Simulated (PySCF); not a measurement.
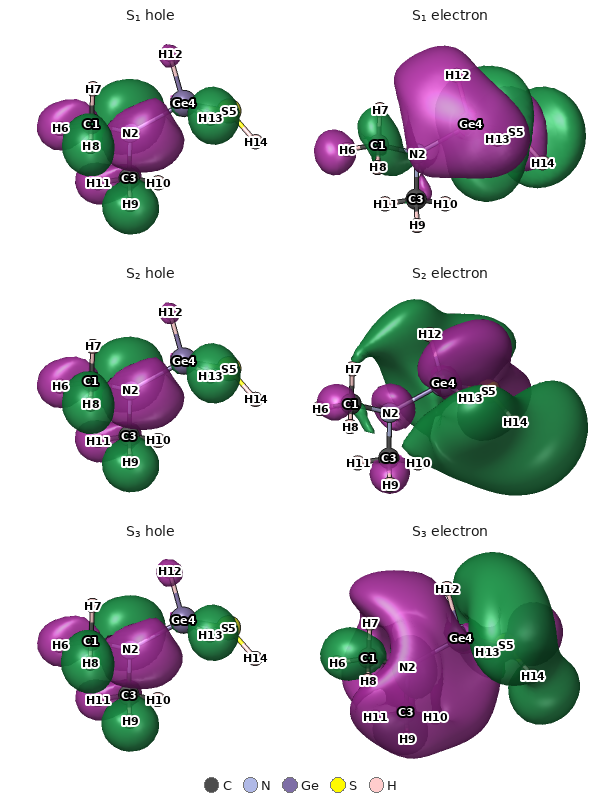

C2H9GeNS, SMILES `C[N](C)[GeH2][SH]`. Leading natural transition orbitals (full linear response singlet states).

Method: B3LYP/cc-pVDZ; geometry: GFN2-xTB; program: PySCF. No frequency check shows the geometry to be a minimum. GFN2-xTB bond lengths at metals and heavier atoms can be off by up to 0.1 Å and shapes distorted, which carries into these values. Without diffuse functions Rydberg states are missing, so the states' numbers hold for this basis only.

> Describe these excited states.

By state:
- S₁: 5.32 eV (233 nm), f = 0.012, charge transfer, whose energy this functional puts too low; the leading pair carries 100 %; hole on N2 (55 %), Ge4 (8 %) and C1 and C3 (7 % each), electron on Ge4 (37 %), S5 (32 %) and H13 (8 %); their centroids lie 2.0 Å apart.
- S₂: 5.71 eV (217 nm), f = 0.009, charge transfer, whose energy this functional puts too low; the leading pair carries 100 %; hole on N2 (55 %), Ge4 (8 %) and C1 and C3 (7 % each), electron on S5 (34 %), H14 (28 %) and Ge4 (20 %); their centroids lie 2.7 Å apart.
- S₃: 5.83 eV (213 nm), f = 0.043; the leading pair carries 99 %; hole on N2 (55 %), Ge4 (8 %) and C1 and C3 (7 % each), electron on Ge4 (34 %), S5 (13 %) and N2 (13 %); their centroids lie 1.5 Å apart.
